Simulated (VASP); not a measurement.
Band structure of BaGaSnH (space group P3m1). These are LDA (Ceperley-Alder, Perdew-Zunger), VASP's LDA PAW potentials (set 64) (plane waves; VASP 6.6.1) values and carry that method's errors.

Unless said otherwise, spin-orbit coupling is left out, though it shifts the bands of the heavy elements here.

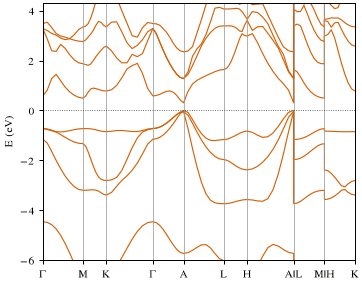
Fig. 1. Bands along high-symmetry lines, zero at the valence-band maximum or, without a gap, the Fermi level

Problem. Read the plot: is there a gap, and where are the band edges?

Solution. The gap is direct, 0.31 eV, from the valence maximum at A to the conduction minimum at A. (Edges off the drawn lines would not show.)

The structure comes from a computed database's BaGaSnH entry (P3m1); how it stands against other phases isn't given here. It was relaxed first, which changed the volume by -10 %.
